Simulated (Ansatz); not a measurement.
# SiNH5Cl: geometry relaxation (part 2 of 2)

Continued. System: SiNH5Cl, multiplicity 2. Method: UKS PBE0-D4/6-31G* (Ansatz 0.2.0). It belongs to a series of runs on one base structure; here: end point A relaxed.

Geometry of the input (Å):
```
Si -0.0291  0.0065  -0.1494
H  -0.2021  0.0234  1.3106
Cl 1.9908  -0.0217  -0.6138
H  -0.6340  1.2175  -0.7517
H  -0.6547  -1.2065  -0.7272
N  -0.2915  0.1786  3.5649
H  -0.1791  -0.7928  3.8975
H  0.6329  0.5950  3.7674
```

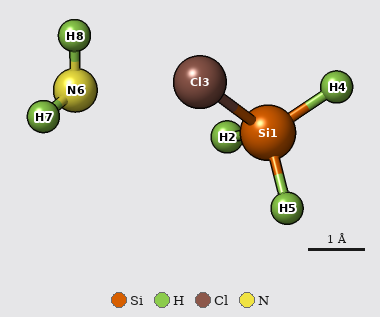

**Figure 1.** The geometry at step 26 of the log (ball-and-stick view, seen at an oblique angle; atoms are numbered from 1 in the order of the input).

### Trajectory as extended XYZ, continued
```
8
Properties=species:S:1:pos:R:3:forces:R:3 step=11 energy=-21960.27128 accepted=F
Si   -0.1579    0.0348   -0.1505    0.1370   0.0375   0.0655
H    -0.7288    0.1560    1.2237    0.0953  -0.0118  -0.1661
Cl    1.9176   -0.1326    0.0132   -0.3124   0.0294   0.0098
H    -0.4642    1.2365   -0.9757    0.0422  -0.0665   0.0806
H    -0.6646   -1.1820   -0.8363    0.0272   0.0117   0.0340
N    -0.1817    0.0554    3.6339    0.3144  -0.2232   0.0297
H     0.2842   -0.8659    3.7513   -0.1852   0.2509  -0.0415
H     0.6285    0.6979    3.6388   -0.1184  -0.0281  -0.0121
8
Properties=species:S:1:pos:R:3:forces:R:3 step=12 energy=-21960.27458
Si   -0.1412    0.0304   -0.1490    0.0706   0.0108   0.0210
H    -0.6390    0.1375    1.2465    0.0040  -0.0049  -0.0376
Cl    1.9286   -0.1191   -0.0785   -0.0830   0.0046   0.0131
H    -0.4884    1.2386   -0.9397    0.0007  -0.0182   0.0116
H    -0.6664   -1.1881   -0.8148   -0.0005   0.0075   0.0047
N    -0.2031    0.0714    3.6175    0.1319  -0.0901   0.0261
H     0.2199   -0.8603    3.7656   -0.0718   0.0980  -0.0259
H     0.6227    0.6896    3.6506   -0.0518  -0.0076  -0.0129
8
Properties=species:S:1:pos:R:3:forces:R:3 step=13 energy=-21960.27740
Si   -0.1500    0.0323   -0.1363    0.0060  -0.0154   0.0380
H    -0.7006    0.1391    1.2384    0.0078   0.0025  -0.0252
Cl    1.9138   -0.1199    0.0184   -0.0741   0.0109  -0.0007
H    -0.4774    1.2364   -0.9399    0.0279   0.0037   0.0024
H    -0.6575   -1.1851   -0.8176    0.0214  -0.0012  -0.0005
N    -0.1839    0.0719    3.6104    0.1378  -0.0300   0.0102
H     0.2429   -0.8611    3.7279   -0.0527   0.0531  -0.0148
H     0.6461    0.6864    3.5970   -0.0742  -0.0234  -0.0095
8
Properties=species:S:1:pos:R:3:forces:R:3 step=14 energy=-21960.28223
Si   -0.1789    0.0312   -0.1109    0.0533   0.0254  -0.0135
H    -0.8091    0.1445    1.2307    0.0178  -0.0087  -0.0767
Cl    1.8743   -0.1131    0.1591   -0.0595  -0.0071   0.0353
H    -0.4371    1.2361   -0.9415   -0.0233  -0.0319   0.0374
H    -0.6320   -1.1898   -0.8259   -0.0042   0.0236   0.0318
N    -0.1483    0.0732    3.5937    0.2007   0.0503  -0.0124
H     0.2781   -0.8632    3.6728   -0.0387   0.0239  -0.0052
H     0.6862    0.6811    3.5204   -0.1461  -0.0755   0.0033
8
Properties=species:S:1:pos:R:3:forces:R:3 step=15 energy=-21960.28729
Si   -0.2026    0.0359   -0.0933    0.0489   0.0034   0.1536
H    -0.9308    0.1524    1.2041    0.0855  -0.0112  -0.1935
Cl    1.8312   -0.1162    0.3494   -0.2375   0.0258  -0.0505
H    -0.4144    1.2386   -0.9447    0.0457  -0.0702   0.0553
H    -0.6090   -1.1905   -0.8307    0.0393   0.0539   0.0330
N    -0.1008    0.0707    3.5443    0.1947   0.0430   0.0037
H     0.3261   -0.8654    3.6241   -0.0389   0.0234  -0.0061
H     0.7335    0.6746    3.4452   -0.1378  -0.0680   0.0045
8
Properties=species:S:1:pos:R:3:forces:R:3 step=16 energy=-21960.27813 accepted=F
Si   -0.2226    0.0362   -0.0896    0.1466   0.0057   0.1438
H    -1.0256    0.1591    1.1641    0.1192  -0.0170  -0.1948
Cl    1.7908   -0.1130    0.4577   -0.3240   0.0261  -0.0655
H    -0.3794    1.2365   -0.9561    0.0179  -0.0761   0.0777
H    -0.5839   -1.1933   -0.8454    0.0229   0.0635   0.0581
N    -0.0629    0.0799    3.6456    0.7978  -0.1611  -0.2804
H     0.3593   -0.8710    3.5581   -0.2885   0.3563   0.0864
H     0.7574    0.6656    3.3639   -0.4920  -0.1975   0.1747
8
Properties=species:S:1:pos:R:3:forces:R:3 step=17 energy=-21960.29298
Si   -0.2098    0.0372   -0.0906   -0.0850   0.0126   0.0605
H    -0.9711    0.1577    1.1814    0.0423  -0.0072  -0.1141
Cl    1.8010   -0.1103    0.3983   -0.0265   0.0054  -0.0022
H    -0.3984    1.2368   -0.9485    0.0266  -0.0442   0.0330
H    -0.5970   -1.1900   -0.8345    0.0246   0.0349   0.0211
N    -0.0821    0.0692    3.5527    0.1222   0.0265  -0.0059
H     0.3420   -0.8682    3.6243   -0.0224   0.0108  -0.0008
H     0.7486    0.6676    3.4153   -0.0818  -0.0388   0.0085
8
Properties=species:S:1:pos:R:3:forces:R:3 step=18 energy=-21960.29731
Si   -0.2295    0.0387   -0.0869   -0.1026   0.0147   0.0076
H    -1.0534    0.1649    1.1406    0.0325  -0.0050  -0.0670
Cl    1.7564   -0.1045    0.4850    0.0370  -0.0051   0.0262
H    -0.3720    1.2332   -0.9575    0.0063  -0.0166   0.0101
H    -0.5781   -1.1906   -0.8437    0.0100   0.0132   0.0074
N    -0.0481    0.0661    3.5291    0.0720  -0.0029   0.0076
H     0.3732   -0.8704    3.6228   -0.0165   0.0144   0.0016
H     0.7847    0.6627    3.4089   -0.0387  -0.0129   0.0064
8
Properties=species:S:1:pos:R:3:forces:R:3 step=19 energy=-21960.30049
Si   -0.2621    0.0427   -0.1131    0.0304  -0.0097   0.0946
H    -1.1696    0.1777    1.0526    0.0318  -0.0013  -0.0716
Cl    1.6838   -0.1045    0.6075   -0.0888   0.0100  -0.0578
H    -0.3397    1.2309   -0.9998    0.0142  -0.0137   0.0153
H    -0.5557   -1.1923   -0.8829    0.0068   0.0142   0.0067
N     0.0081    0.0613    3.5724    0.0224  -0.0465  -0.0192
H     0.4345   -0.8760    3.6325   -0.0178   0.0334   0.0127
H     0.8339    0.6602    3.4292    0.0008   0.0135   0.0193
8
Properties=species:S:1:pos:R:3:forces:R:3 step=20 energy=-21960.28795 accepted=F
Si   -0.3049    0.0478   -0.1451   -0.0397   0.0428   0.0999
H    -1.3215    0.2017    0.9315    0.1356  -0.0185  -0.1455
Cl    1.5803   -0.0979    0.7184   -0.0607  -0.0083  -0.0750
H    -0.2905    1.2261   -1.0528   -0.0120  -0.0382   0.0498
H    -0.5351   -1.1887   -0.9361   -0.0011   0.0159   0.0346
N     0.0744    0.0291    3.4928    0.8032  -0.4434   0.2710
H     0.5292   -0.8791    3.7633   -0.4310   0.5740  -0.2038
H     0.9012    0.6609    3.5263   -0.3944  -0.1242  -0.0310
8
Properties=species:S:1:pos:R:3:forces:R:3 step=21 energy=-21960.30249
Si   -0.2643    0.0397   -0.1251    0.0071   0.0475  -0.0826
H    -1.1844    0.1867    1.0177   -0.0318  -0.0117   0.0947
Cl    1.6798   -0.1078    0.5801   -0.0097  -0.0093   0.0256
H    -0.3371    1.2294   -1.0080    0.0163   0.0032  -0.0247
H    -0.5640   -1.1893   -0.8982    0.0069  -0.0285  -0.0121
N     0.0159    0.0461    3.5527   -0.0862   0.0578  -0.0295
H     0.4547   -0.8727    3.6907    0.0500  -0.1023   0.0227
H     0.8326    0.6679    3.4884    0.0475   0.0434   0.0058
8
Properties=species:S:1:pos:R:3:forces:R:3 step=22 energy=-21960.30429
Si   -0.2756    0.0444   -0.1357    0.0002   0.0078  -0.0106
H    -1.2104    0.2035    0.9971   -0.0110  -0.0023   0.0256
Cl    1.6552   -0.1128    0.6045   -0.0030  -0.0016   0.0112
H    -0.3220    1.2247   -1.0330    0.0069   0.0073  -0.0189
H    -0.5671   -1.1917   -0.9024   -0.0008  -0.0098  -0.0087
N     0.0382    0.0266    3.5252   -0.1717  -0.0414  -0.0269
H     0.4895   -0.8813    3.7055    0.0707   0.0512   0.0056
H     0.8255    0.6866    3.5370    0.1087  -0.0114   0.0228
8
Properties=species:S:1:pos:R:3:forces:R:3 step=23 energy=-21960.27025 accepted=F
Si   -0.3046    0.0528   -0.1666    0.0596  -0.0174   0.0840
H    -1.2851    0.2410    0.9259    0.0071   0.0123  -0.0514
Cl    1.5897   -0.1270    0.6655   -0.0284   0.0176  -0.0634
H    -0.2875    1.2154   -1.0919   -0.0002  -0.0172   0.0209
H    -0.5761   -1.1935   -0.9260   -0.0133   0.0054  -0.0050
N     0.0955   -0.0239    3.4376    1.1793   0.4175   0.5769
H     0.5825   -0.8872    3.7749   -0.2980   0.4709  -0.2303
H     0.8189    0.7226    3.6788   -0.9061  -0.8889  -0.3317
8
Properties=species:S:1:pos:R:3:forces:R:3 step=24 energy=-21960.30628
Si   -0.2822    0.0492   -0.1402   -0.0037  -0.0007  -0.0005
H    -1.2281    0.2324    0.9812   -0.0008   0.0029  -0.0027
Cl    1.6388   -0.1118    0.6251   -0.0019  -0.0006   0.0028
H    -0.3060    1.2142   -1.0594    0.0019   0.0006  -0.0042
H    -0.5748   -1.1966   -0.8923    0.0005   0.0003   0.0025
N     0.0438    0.0029    3.5104    0.0025  -0.0009  -0.0017
H     0.5348   -0.8821    3.7021    0.0052  -0.0014   0.0006
H     0.8069    0.6919    3.5713   -0.0037  -0.0003   0.0033
8
Properties=species:S:1:pos:R:3:forces:R:3 step=25 energy=-21960.30567 accepted=F
Si   -0.2898    0.0550   -0.1454   -0.0140   0.0052   0.0152
H    -1.2523    0.2766    0.9589    0.0442  -0.0028  -0.0496
Cl    1.6216   -0.1133    0.6451   -0.0244   0.0040  -0.0064
H    -0.2828    1.1993   -1.0935   -0.0050  -0.0214   0.0192
H    -0.5881   -1.2039   -0.8756    0.0012   0.0197   0.0198
N     0.0557   -0.0332    3.4914    0.2869   0.0930   0.0765
H     0.5989   -0.8883    3.6960   -0.0776   0.0956  -0.0323
H     0.7701    0.7078    3.6214   -0.2113  -0.1933  -0.0424
8
Properties=species:S:1:pos:R:3:forces:R:3 step=26 energy=-21960.30677
Si   -0.2853    0.0527   -0.1442   -0.0062  -0.0021   0.0095
H    -1.2377    0.2553    0.9693    0.0074   0.0029  -0.0142
Cl    1.6298   -0.1109    0.6358   -0.0051   0.0026  -0.0029
H    -0.2960    1.2069   -1.0779    0.0021  -0.0070   0.0018
H    -0.5805   -1.2009   -0.8827    0.0002   0.0069   0.0057
N     0.0476   -0.0144    3.5121    0.0570   0.0015   0.0081
H     0.5657   -0.8863    3.6971   -0.0160   0.0242  -0.0062
H     0.7896    0.6976    3.5888   -0.0395  -0.0290  -0.0018
8
Properties=species:S:1:pos:R:3:forces:R:3 step=27 energy=-21960.30722
Si   -0.2884    0.0570   -0.1441   -0.0075   0.0077   0.0066
H    -1.2461    0.2877    0.9604    0.0197   0.0014  -0.0281
Cl    1.6229   -0.1054    0.6456   -0.0060   0.0003  -0.0025
H    -0.2824    1.1944   -1.0994   -0.0056  -0.0138   0.0094
H    -0.5898   -1.2065   -0.8635    0.0006   0.0095   0.0134
N     0.0531   -0.0390    3.4984    0.1211   0.0148   0.0304
H     0.6015   -0.8916    3.6914   -0.0393   0.0609  -0.0164
H     0.7624    0.7035    3.6095   -0.0830  -0.0808  -0.0128
8
Properties=species:S:1:pos:R:3:forces:R:3 step=28 energy=-21960.30770
Si   -0.2878    0.0650   -0.1470   -0.0223  -0.0106   0.0051
H    -1.2461    0.3295    0.9496    0.0232   0.0046  -0.0254
Cl    1.6196   -0.1013    0.6512   -0.0069   0.0144  -0.0088
H    -0.2741    1.1805   -1.1286    0.0080  -0.0218   0.0183
H    -0.6003   -1.2131   -0.8361    0.0005   0.0202   0.0141
N     0.0511   -0.0700    3.5071    0.1959   0.0232   0.0395
H     0.6456   -0.8972    3.6811   -0.0773   0.1027  -0.0232
H     0.7252    0.7066    3.6211   -0.1212  -0.1328  -0.0196
8
Properties=species:S:1:pos:R:3:forces:R:3 step=29 energy=-21960.30843
Si   -0.2875    0.0694   -0.1432   -0.0176   0.0290   0.0013
H    -1.2383    0.3766    0.9488    0.0219  -0.0045  -0.0309
Cl    1.6233   -0.0846    0.6481   -0.0009  -0.0051  -0.0014
H    -0.2608    1.1614   -1.1510   -0.0102  -0.0326   0.0092
H    -0.6183   -1.2216   -0.7998    0.0106   0.0237   0.0245
N     0.0528   -0.1059    3.4812    0.2650   0.0338   0.0788
H     0.6836   -0.9014    3.6811   -0.1186   0.1348  -0.0415
H     0.6784    0.7060    3.6332   -0.1501  -0.1792  -0.0401
8
Properties=species:S:1:pos:R:3:forces:R:3 step=30 energy=-21960.31027
Si   -0.2838    0.0806   -0.1370   -0.0287  -0.0145  -0.0190
H    -1.2296    0.4211    0.9497    0.0290   0.0057  -0.0274
Cl    1.6297   -0.0744    0.6472   -0.0016   0.0163   0.0018
H    -0.2576    1.1434   -1.1761    0.0011  -0.0281   0.0228
H    -0.6253   -1.2258   -0.7573    0.0030   0.0332   0.0268
N     0.0477   -0.1401    3.4769    0.2488   0.0457   0.0655
H     0.7157   -0.9048    3.6740   -0.1171   0.1174  -0.0366
H     0.6364    0.6999    3.6208   -0.1344  -0.1756  -0.0339
8
Properties=species:S:1:pos:R:3:forces:R:3 step=31 energy=-21960.31043
Si   -0.2711    0.1157   -0.1135   -0.1621  -0.0722  -0.0855
H    -1.1866    0.5999    0.9547    0.1003  -0.0256  -0.1568
Cl    1.6552    0.0117    0.6485   -0.0013   0.0325  -0.0290
H    -0.2520    1.0604   -1.2762    0.0089  -0.1564   0.1891
H    -0.6557   -1.2558   -0.5767    0.0602   0.2446   0.0927
N     0.0442   -0.2572    3.4024    0.5610   0.2004   0.2138
H     0.7939   -0.9339    3.6565   -0.3163   0.2847  -0.1125
H     0.5052    0.6592    3.6027   -0.2507  -0.5079  -0.1117
8
Properties=species:S:1:pos:R:3:forces:R:3 step=32 energy=-21960.32195
Si   -0.2713    0.1191   -0.1005   -0.0890  -0.0039  -0.0998
H    -1.1860    0.6481    0.9423    0.0861  -0.0219  -0.0784
Cl    1.6644    0.0266    0.6377   -0.0141   0.0103   0.0156
H    -0.2346    1.0338   -1.2797   -0.0227  -0.0968   0.1014
H    -0.6754   -1.2496   -0.5346    0.0480   0.1377   0.0822
N     0.0581   -0.2968    3.3742    0.2999   0.1200   0.1313
H     0.8308   -0.9214    3.6668   -0.1822   0.1140  -0.0798
H     0.4472    0.6403    3.5921   -0.1260  -0.2594  -0.0725
8
Properties=species:S:1:pos:R:3:forces:R:3 step=33 energy=-21960.34052
Si   -0.2572    0.1452   -0.0612   -0.0991   0.0021   0.0036
H    -1.1511    0.7917    0.9310    0.0628  -0.0208  -0.0579
Cl    1.6857    0.1245    0.6651    0.0017   0.0204  -0.0042
H    -0.2413    0.9351   -1.3231    0.0076  -0.0604   0.0427
H    -0.6715   -1.2559   -0.3376    0.0302   0.0820   0.0424
N     0.0332   -0.3716    3.3327    0.1056  -0.0650  -0.0247
H     0.8532   -0.9485    3.5756   -0.0844   0.0006  -0.0179
H     0.3822    0.5794    3.5157   -0.0244   0.0411   0.0159
8
Properties=species:S:1:pos:R:3:forces:R:3 step=34 energy=-21960.35457
Si   -0.2492    0.1699   -0.0232   -0.1434  -0.0848   0.0905
H    -1.1204    0.9198    0.9230    0.0813  -0.0586  -0.1718
Cl    1.7063    0.2304    0.6747    0.0185   0.0450  -0.0739
H    -0.2586    0.8298   -1.3669    0.0194  -0.1158   0.1728
H    -0.6585   -1.2629   -0.1431    0.0506   0.2483   0.0150
N     0.0506   -0.4124    3.1706    0.4884   0.2227   0.3508
H     0.8261   -0.9977    3.5367   -0.2857   0.0327  -0.1852
H     0.3370    0.5231    3.5265   -0.2291  -0.2897  -0.1980
8
Properties=species:S:1:pos:R:3:forces:R:3 step=35 energy=-21960.38051
Si   -0.2348    0.1884    0.0388   -0.1649  -0.0781  -0.0478
H    -1.1028    1.0468    0.9032    0.1796  -0.1501  -0.1929
Cl    1.7509    0.3443    0.6486   -0.0910   0.0125  -0.0229
H    -0.2597    0.7089   -1.3737   -0.0133  -0.1291   0.3102
H    -0.6512   -1.2526    0.0538    0.1050   0.3537   0.0175
N     0.0577   -0.4532    3.0640    0.1904   0.2675   0.1836
H     0.8016   -1.0446    3.4626   -0.0605  -0.1036  -0.0933
H     0.2716    0.4620    3.5010   -0.1453  -0.1727  -0.1544
8
Properties=species:S:1:pos:R:3:forces:R:3 step=36 energy=-21960.40431
Si   -0.2150    0.1988    0.0646   -0.2357  -0.0833   0.0703
H    -1.0492    1.1319    0.8507   -0.0290   0.0382   0.0114
Cl    1.7650    0.3914    0.6111    0.2862   0.0557   0.0609
H    -0.2768    0.5886   -1.3660    0.0091   0.0127  -0.0827
H    -0.6333   -1.2121    0.2065   -0.0211  -0.0208  -0.0060
N     0.0603   -0.4222    3.0018   -0.0546   0.1140   0.0040
H     0.8197   -1.0535    3.2842    0.0373  -0.0360   0.0111
H     0.1624    0.3772    3.6455    0.0078  -0.0805  -0.0690
8
Properties=species:S:1:pos:R:3:forces:R:3 step=37 energy=-21960.40708
Si   -0.2080    0.1917    0.1324   -0.2187  -0.0225  -0.0419
H    -1.0641    1.1390    0.8947    0.0820  -0.0709  -0.0833
Cl    1.7877    0.4550    0.6579    0.0053  -0.0225   0.0545
H    -0.2633    0.5594   -1.3159    0.0068  -0.0317   0.1061
H    -0.6163   -1.2289    0.2856    0.0703   0.1255  -0.0368
N     0.0181   -0.4383    2.9316    0.0967   0.4591   0.1427
H     0.7510   -1.0932    3.2266    0.0511  -0.0866   0.0422
H     0.2281    0.4153    3.4854   -0.0934  -0.3504  -0.1836
8
Properties=species:S:1:pos:R:3:forces:R:3 step=38 energy=-21960.36696 accepted=F
Si   -0.2136    0.1871    0.1547   -0.0582   0.1001   0.0941
H    -1.0730    1.1737    0.8560    0.0164  -0.0676  -0.0848
Cl    1.7825    0.4873    0.6764    0.0614   0.0030  -0.0763
H    -0.2520    0.4890   -1.3076    0.0146  -0.0158   0.0491
H    -0.6139   -1.2242    0.3503    0.0073   0.0093  -0.0457
N     0.0790   -0.3511    2.8277    0.4657   0.6372   1.5107
H     0.7096   -1.1255    3.1233   -0.2921   0.3260  -0.2082
H     0.2146    0.3637    3.6176   -0.2151  -0.9922  -1.2390
8
Properties=species:S:1:pos:R:3:forces:R:3 step=39 energy=-21960.41370
Si   -0.2288    0.1922    0.1127    0.1784   0.0227   0.0576
H    -1.0831    1.1392    0.8614   -0.0358  -0.0189   0.0003
Cl    1.7696    0.4520    0.6601   -0.0589   0.0046  -0.0432
H    -0.2629    0.5600   -1.3297   -0.0112   0.0045  -0.0089
H    -0.6101   -1.2298    0.2431   -0.0370  -0.0076   0.0330
N     0.0776   -0.3946    2.9229    0.0111  -0.0412   0.0779
H     0.7211   -1.1187    3.2733   -0.0444   0.0374  -0.0720
H     0.2496    0.3997    3.5544   -0.0023  -0.0015  -0.0447
8
Properties=species:S:1:pos:R:3:forces:R:3 step=40 energy=-21960.41818
Si   -0.2224    0.1914    0.1367    0.0043   0.0016   0.0115
H    -1.1002    1.1384    0.8589   -0.0009   0.0016  -0.0070
Cl    1.7682    0.4772    0.6816    0.0135   0.0003   0.0199
H    -0.2434    0.5374   -1.3120   -0.0205  -0.0066  -0.0069
H    -0.6068   -1.2287    0.2900    0.0022   0.0022  -0.0023
N     0.0513   -0.3848    2.9086    0.0218   0.0027   0.0047
H     0.6959   -1.1293    3.2043   -0.0108  -0.0140  -0.0155
H     0.2907    0.3984    3.5303   -0.0095   0.0121  -0.0043
```

### Key numbers

```tsv
quantity	value
outcome	converged
total energy	−21960.4182 eV
mean-field energy	−21960.2980 eV
⟨S²⟩	0.754
largest force (length of the vector) at the end	0.024 eV/Å
wall time	2.3 min
peak memory	0.16 GiB
```
